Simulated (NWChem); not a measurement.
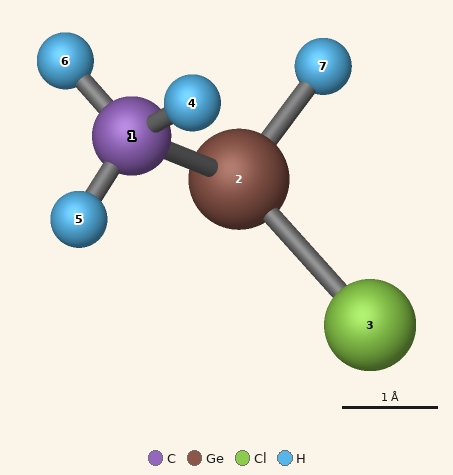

Figure 1. The input geometry (ball-and-stick view, seen at a tilt; atoms are numbered from 1 in the order of the input). Sticks mark near contacts. Bond lengths as drawn: Cl–Ge 2.17 Å, C–Ge 1.96 Å, C–H 1.09 Å and Ge–H 1.55 Å.

## Single-point calculation, with input and output: CH₄ClGe (charge +1)

System: CH₄ClGe, charge +1.
Method: SVWN5/def2-SVP, RKS (NWChem 7.3.0).

The geometry is that of the parent species in another charge or spin state. The geometry comes from this level: PBE0-D4/def2-TZVP.

## The input
```
echo
start ch4clge
title "CH4ClGe"
memory 2200 mb
charge 1
geometry units angstroms noautosym nocenter noautoz
  C     -0.733100     0.438400    -0.261900
  Ge     0.705400    -0.885500    -0.183100
  Cl     1.017000    -1.361700     1.909500
  H     -0.433400     1.314500     0.317300
  H     -1.646200     0.021400     0.160800
  H     -0.909900     0.729400    -1.298200
  H      2.061400    -0.324500    -0.690100
end
basis spherical bse
  C library def2-SVP
  Ge library def2-SVP
  Cl library def2-SVP
  H library def2-SVP
end
dft
  xc slater vwn_5
  mult 1
  grid xfine
  convergence energy 1e-08
  iterations 100
  mulliken
  noprint "final vectors analysis"
end
task dft energy
```

Hardware: 1 thread of AMD EPYC (Zen 5), 32 GiB of memory available, shared host.

Command:
```bash
nwchem ch4clge.nw > ch4clge.out
```

## Output
```
============================== echo of input deck ==============================
echo
start ch4clge
title "CH4ClGe"
memory 2200 mb
charge 1
geometry units angstroms noautosym nocenter noautoz
  C     -0.733100     0.438400    -0.261900
  Ge     0.705400    -0.885500    -0.183100
  Cl     1.017000    -1.361700     1.909500
  H     -0.433400     1.314500     0.317300
  H     -1.646200     0.021400     0.160800
  H     -0.909900     0.729400    -1.298200
  H      2.061400    -0.324500    -0.690100
end
basis spherical bse
  C library def2-SVP
  Ge library def2-SVP
  Cl library def2-SVP
  H library def2-SVP
end
dft
  xc slater vwn_5
  mult 1
  grid xfine
  convergence energy 1e-08
  iterations 100
  mulliken
  noprint "final vectors analysis"
end
task dft energy
================================================================================

             Northwest Computational Chemistry Package (NWChem) 7.3.0
             --------------------------------------------------------

           Job information
           ---------------

    nwchem branch   = 7.3.0
    use scalapack   = T
    input           = ch4clge.nw
    prefix          = ch4clge.
    data base       = ./ch4clge.db
    status          = startup
    nproc           =        1

           Memory information
           ------------------

    heap     =     72089600 doubles =      550.0 Mbytes
    stack    =     72089597 doubles =      550.0 Mbytes
    global   =    144179200 doubles =     1100.0 Mbytes (distinct from heap & stack)
    total    =    288358397 doubles =     2200.0 Mbytes
    verify   = yes
    hardfail = no

           Directory information
           ---------------------

  0 permanent = .
  0 scratch   = .

                                NWChem Input Module
                                -------------------

                                      CH4ClGe
                                      -------

 Scaling coordinates for geometry "geometry" by  1.889725989
 (inverse scale =  0.529177249)

                             Geometry "geometry" -> ""
                             -------------------------

 Output coordinates in angstroms (scale by  1.889725989 to convert to a.u.)

  No.       Tag          Charge          X              Y              Z
 ---- ---------------- ---------- -------------- -------------- --------------
    1 C                    6.0000    -0.73310000     0.43840000    -0.26190000
    2 Ge                  32.0000     0.70540000    -0.88550000    -0.18310000
    3 Cl                  17.0000     1.01700000    -1.36170000     1.90950000
    4 H                    1.0000    -0.43340000     1.31450000     0.31730000
    5 H                    1.0000    -1.64620000     0.02140000     0.16080000
    6 H                    1.0000    -0.90990000     0.72940000    -1.29820000
    7 H                    1.0000     2.06140000    -0.32450000    -0.69010000

      Atomic Mass
      -----------

      C                 12.000000
      Ge                73.921900
      Cl                34.968850
      H                  1.007825

 Effective nuclear repulsion energy (a.u.)     253.3597445815

            Nuclear Dipole moment (a.u.)
            ----------------------------
        X                 Y               Z
 ---------------- ---------------- ----------------
    65.2618759882   -89.0319833082    44.4476780596

            XYZ format geometry
            -------------------
     7
 geometry
 C                    -0.73310000     0.43840000    -0.26190000
 Ge                    0.70540000    -0.88550000    -0.18310000
 Cl                    1.01700000    -1.36170000     1.90950000
 H                    -0.43340000     1.31450000     0.31730000
 H                    -1.64620000     0.02140000     0.16080000
 H                    -0.90990000     0.72940000    -1.29820000
 H                     2.06140000    -0.32450000    -0.69010000

 ==============================================================================
                                internuclear distances
 ------------------------------------------------------------------------------
       center one      |      center two      | atomic units |  angstroms
 ------------------------------------------------------------------------------
    2 Ge               |   1 C                |     3.69740  |     1.95658
    3 Cl               |   2 Ge               |     4.09806  |     2.16860
    4 H                |   1 C                |     2.06391  |     1.09217
    5 H                |   1 C                |     2.05825  |     1.08918
    6 H                |   1 C                |     2.06132  |     1.09081
    7 H                |   2 Ge               |     2.93395  |     1.55258
 ------------------------------------------------------------------------------
                         number of included internuclear distances:          6
 ==============================================================================

 ==============================================================================
                                 internuclear angles
 ------------------------------------------------------------------------------
        center 1       |       center 2       |       center 3       |  degrees
 ------------------------------------------------------------------------------
    2 Ge               |   1 C                |   4 H                |   108.64
    2 Ge               |   1 C                |   5 H                |   109.98
    2 Ge               |   1 C                |   6 H                |   109.75
    4 H                |   1 C                |   5 H                |   109.35
    4 H                |   1 C                |   6 H                |   109.53
    5 H                |   1 C                |   6 H                |   109.57
    1 C                |   2 Ge               |   3 Cl               |   107.04
    1 C                |   2 Ge               |   7 H                |   112.61
    3 Cl               |   2 Ge               |   7 H                |   105.60
 ------------------------------------------------------------------------------
                            number of included internuclear angles:          9
 ==============================================================================

                      Basis "ao basis" -> "" (spherical)
                      -----
  [basis functions not shown]

 Summary of "ao basis" -> "" (spherical)
 ------------------------------------------------------------------------------
       Tag                 Description            Shells   Functions and Types
 ---------------- ------------------------------  ------  ---------------------
 C                          def2-SVP                 6       14   3s2p1d
 Ge                         def2-SVP                12       32   5s4p3d
 Cl                         def2-SVP                 8       18   4s3p1d
 H                          def2-SVP                 3        5   2s1p

                                 NWChem DFT Module
                                 -----------------

                                      CH4ClGe

 Summary of "ao basis" -> "ao basis" (spherical)
 ------------------------------------------------------------------------------
       Tag                 Description            Shells   Functions and Types
 ---------------- ------------------------------  ------  ---------------------
 C                          def2-SVP                 6       14   3s2p1d
 Ge                         def2-SVP                12       32   5s4p3d
 Cl                         def2-SVP                 8       18   4s3p1d
 H                          def2-SVP                 3        5   2s1p

  Caching 1-el integrals
  itol2e modified to match energy
  convergence criterion.
  tol_rho modified to match energy
  convergence criterion.

            General Information
            -------------------
          SCF calculation type: DFT
          Wavefunction type:  closed shell.
          No. of atoms     :     7
          No. of electrons :    58
           Alpha electrons :    29
            Beta electrons :    29
          Charge           :     1
          Spin multiplicity:     1
          Use of symmetry is: off; symmetry adaption is: off
          Maximum number of iterations: 100
          AO basis - number of functions:    84
                     number of shells:    38
          Convergence on energy requested:  1.00D-08
          Convergence on density requested:  1.00D-05
          Convergence on gradient requested:  5.00D-04

              XC Information
              --------------
                        Slater Exchange Functional  1.000 local
                      VWN V Correlation Functional  1.000 local

             Grid Information
             ----------------
          Grid used for XC integration:  xfine
          Radial quadrature: Mura-Knowles
          Angular quadrature: Lebedev.
          Tag              B.-S. Rad. Rad. Pts. Rad. Cut. Ang. Pts.
          ---              ---------- --------- --------- ---------
          C                   0.70      100          10.0      1454
          Ge                  1.25      160           9.0      1454
          Cl                  1.00      125          12.0      1454
          H                   0.35      100          11.0      1202
          Grid pruning is: on
          Number of quadrature shells:   785
          Spatial weights used:  Erf1

          Convergence Information
          -----------------------
          Convergence aids based upon iterative change in
          total energy or number of iterations.
          Levelshifting, if invoked, occurs when the
          HOMO/LUMO gap drops below (HL_TOL):  1.00D-02
          DIIS, if invoked, will attempt to extrapolate
          using up to (NFOCK): 10 stored Fock matrices.

                    Damping( 0%)  Levelshifting(0.5)       DIIS
                  --------------- ------------------- ---------------
          dE  on:    start            ASAP                start
          dE off:    2 iters        100 iters           100 iters

      Screening Tolerance Information
      -------------------------------
          Density screening/tol_rho:  1.00D-11
          AO Gaussian exp screening on grid/accAOfunc:  18
          CD Gaussian exp screening on grid/accCDfunc:  20
          XC Gaussian exp screening on grid/accXCfunc:  20
          Schwarz screening/accCoul:  1.00D-09

      Superposition of Atomic Density Guess
      -------------------------------------

 Sum of atomic energies:       -2573.98893613

 Renormalizing density from      59.00 to     58

      Non-variational initial energy
      ------------------------------

 Total energy =   -2548.020524
 1-e energy   =   -4017.832585
 2-e energy   =    1216.452316
 HOMO         =      -0.668414
 LUMO         =      -0.461670

   Time after variat. SCF:      0.4

     ---------------------------------------------
      Total Density - Mulliken Population Analysis
     ---------------------------------------------

    Atom       Charge   Shell Charges
 -----------   ------   -------------------------------------------------------
    1 C    6     6.48   1.99  1.00  0.23  2.14  1.10  0.01
    2 Ge  32    31.08   2.00  2.00  2.01  1.34  0.11  6.00  6.01  0.97  0.45  8.55  1.43  0.20
    3 Cl  17    17.36   2.00  2.00  1.35  0.61  5.96  2.38  3.05  0.02
    4 H    1     0.75   0.60  0.12  0.03
    5 H    1     0.79   0.63  0.13  0.03
    6 H    1     0.77   0.62  0.13  0.03
    7 H    1     0.78   0.54  0.23  0.01
   Time prior to 1st pass:      0.4

 Grid_pts file          = ./ch4clge.gridpts.0
 Record size in doubles =  12289        No. of grid_pts per rec  =   3070
 Max. records in memory =    410        Max. recs in file   = *********

 Grid integrated density:      58.000000711373
 Requested integration accuracy:   0.10E-07

           Memory utilization after 1st SCF pass:
           Heap Space remaining (MW):       33.49            33491464
          Stack Space remaining (MW):       72.09            72088972

   convergence    iter        energy       DeltaE   RMS-Dens  Diis-err    time
 ---------------- ----- ----------------- --------- --------- ---------  ------
 d= 0,ls=0.0,diis     1  -2571.6733850249 -2.83D+03  3.09D-02  5.57D+00     1.5
 d= 0,ls=0.0,diis     2  -2570.8322814244  8.41D-01  3.17D-02  1.04D+01     2.4
 d= 0,ls=0.0,diis     3  -2571.7367220798 -9.04D-01  1.19D-02  1.20D+00     3.2
 d= 0,ls=0.0,diis     4  -2571.9482105281 -2.11D-01  3.45D-03  1.95D-02     4.1
 d= 0,ls=0.0,diis     5  -2571.9499470073 -1.74D-03  1.70D-03  1.38D-02     5.0
  Resetting Diis
 d= 0,ls=0.0,diis     6  -2571.9520874975 -2.14D-03  6.12D-04  3.01D-03     5.9
 d= 0,ls=0.0,diis     7  -2571.9525772724 -4.90D-04  3.48D-04  9.26D-05     6.9
 d= 0,ls=0.0,diis     8  -2571.9525023858  7.49D-05  2.90D-04  4.85D-04     7.9
 d= 0,ls=0.0,diis     9  -2571.9525890872 -8.67D-05  6.40D-05  2.81D-05     8.8
 d= 0,ls=0.0,diis    10  -2571.9525929556 -3.87D-06  1.60D-05  2.28D-06     9.7
 d= 0,ls=0.0,diis    11  -2571.9525933418 -3.86D-07  9.56D-07  4.82D-09    10.7
 d= 0,ls=0.0,diis    12  -2571.9525933423 -5.61D-10  3.77D-07  6.26D-10    11.6

         Total DFT energy =    -2571.952593342317
      One electron energy =    -4072.696551110009
           Coulomb energy =     1356.150685704856
    Exchange-Corr. energy =     -108.766472518616
 Nuclear repulsion energy =      253.359744581452

 Numeric. integr. density =       57.999999996756

     Total iterative time =     11.2s

     ---------------------------------------------
      Total Density - Mulliken Population Analysis
     ---------------------------------------------

    Atom       Charge   Shell Charges
 -----------   ------   -------------------------------------------------------
    1 C    6     6.31   1.98  0.91  0.28  2.13  1.00  0.01
    2 Ge  32    31.44   2.00  2.00  1.99  1.40  0.09  6.00  5.97  1.20  0.61  8.06  1.83  0.28
    3 Cl  17    16.95   2.00  1.98  1.33  0.65  5.92  2.13  2.92  0.02
    4 H    1     0.80   0.67  0.11  0.02
    5 H    1     0.82   0.68  0.12  0.02
    6 H    1     0.82   0.68  0.12  0.02
    7 H    1     0.86   0.63  0.21  0.01

     -------------------------------------------
      Total Density - Lowdin Population Analysis
     -------------------------------------------

    Atom       Charge   Shell Charges
 -----------   ------   -------------------------------------------------------
    1 C    6     6.16   1.96  0.59  0.34  1.87  1.37  0.04
    2 Ge  32    31.46   2.00  2.00  1.95  0.93  0.37  5.99  5.81  1.22  0.87  7.77  2.06  0.50
    3 Cl  17    16.75   2.00  1.96  1.08  0.77  5.81  2.21  2.90  0.02
    4 H    1     0.88   0.58  0.23  0.07
    5 H    1     0.90   0.59  0.24  0.07
    6 H    1     0.90   0.59  0.24  0.07
    7 H    1     0.93   0.54  0.36  0.03

 center of mass
 --------------
 x =   1.17955067 y =  -1.60439073 z =   0.73477703

 moments of inertia (a.u.)
 ------------------
         541.630867321419         122.160307586683        -106.049802797336
         122.160307586683         546.336360463640         140.639904096879
        -106.049802797336         140.639904096879         272.165369785400

     Multipole analysis of the density
     ---------------------------------

     L   x y z        total         alpha         beta         nuclear
     -   - - -        -----         -----         ----         -------
     0   0 0 0      1.000000    -29.000000    -29.000000     59.000000

     1   1 0 0      0.728034    -32.266921    -32.266921     65.261876
     1   0 1 0     -1.089786     43.971099     43.971099    -89.031983
     1   0 0 1     -0.343253    -22.395465    -22.395465     44.447678

     2   2 0 0    -21.416294    -90.531215    -90.531215    159.646136
     2   1 1 0     -2.386269     83.434895     83.434895   -169.256058
     2   1 0 1      0.100955    -52.423978    -52.423978    104.948911
     2   0 2 0    -20.139909   -117.438012   -117.438012    214.736115
     2   0 1 1      0.290378     71.576907     71.576907   -142.863436
     2   0 0 2    -21.643442   -128.234210   -128.234210    234.824978

 Task  times  cpu:       11.6s     wall:       11.6s
 Total times  cpu:       11.6s     wall:       11.6s
```

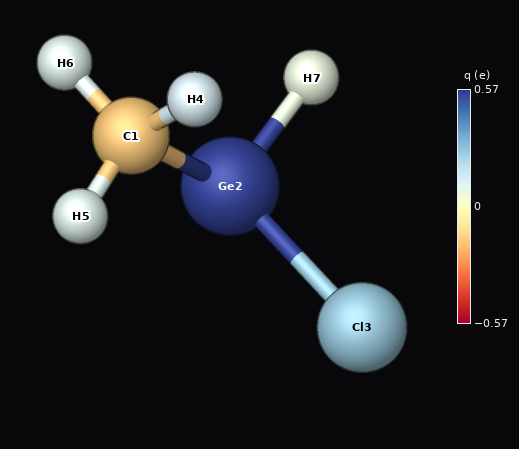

Figure 2. Löwdin charges, as the colour of each atom (ball-and-stick view, seen at a tilt; atoms are numbered from 1 in the order of the input). By element: C −0.16, Ge +0.54, Cl +0.25 and H +0.07 to +0.12 e.

## Key numbers

```json
{"quantity": "outcome", "value": "converged"}
{"quantity": "total energy", "value": "−2571.952593 hartree"}
{"quantity": "basis functions", "value": "84"}
{"quantity": "wall time", "value": "12 s"}
{"quantity": "peak memory", "value": "0.14 GiB"}
```
